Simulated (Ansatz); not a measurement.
## Correcting a cheap level on Si-containing radicals

The atomisation energy (no zero-point term) in kJ/mol of 8 Si-containing radicals: x at wB97M-V/def2-TZVPP, y at CCSD(T)/CBS estimate. Shapes, held fixed at every level: PBE0-D4/def2-TZVP. Flexible molecules stand in one conformer, not always the lowest. Programs: Ansatz 0.2.0.

```
                       molecule  x (kJ/mol)  y (kJ/mol)
Si2NH6 (SMILES [SiH3][N][SiH3])        2624        2614
                 SiH(NH2)(SiH3)        2666        2664
                  Si(OH)2(SiH3)        3008        3021
CH6FSi2 (SMILES F[SiH2]C[SiH2])        3354        3359
     C2H5OSi (SMILES C=C[SiH]O)        3417           ?
                 B(SiH2)(SiH3)2        3470        3460
      C2H8NSi (SMILES CC[SiH]N)        4276        4264
  C2H7N2Si (SMILES C=C[Si](N)N)        4495        4476
```

Q: Fit y = c + s·x to the known rows and predict y for C2H5OSi.

A: 
1. Means of the 7 rows: x = 3413.29, y = 3408.3.
2. Σ(Δx)² = 3266777, Σ(Δx·Δy) = 3239127, so the slope is 3239127/3266777 = 0.99154.
3. Intercept: 3408.3 − (0.99154) × 3413.29 = 23.9. The largest residual of the fit is 15.
4. C2H5OSi: 23.9 + 0.99154 × 3417 = 3412 kJ/mol.

CCSD(T)/CBS estimate gives 3414 kJ/mol, so the prediction is off by -2 kJ/mol, within the largest residual. Uncorrected, wB97M-V/def2-TZVPP misses it by +3 kJ/mol, and the other rows by 10 on average. The line overshoots: the miss goes from +3 to -2. Left out in turn, the other rows are missed by 10 kJ/mol on average, hardly better than no correction. Spin contamination: C2H5OSi (⟨S²⟩ up to 0.87), C2H7N2Si (⟨S²⟩ up to 0.84). Open shells run unrestricted. The CBS estimate extrapolates MP2 from def2-TZVPP and def2-QZVPP and adds CCSD(T) − MP2 in the triple-zeta set, cores frozen.

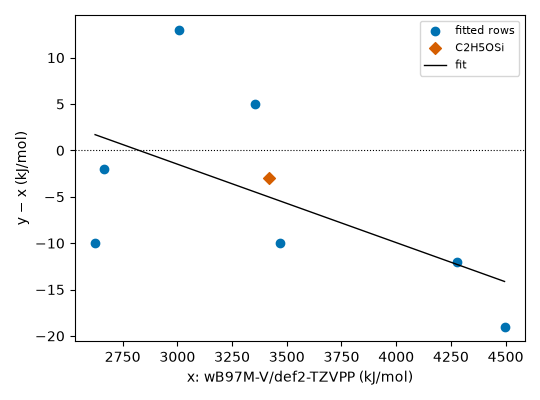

The correction y − x against x, with the fitted line and the withheld molecule.
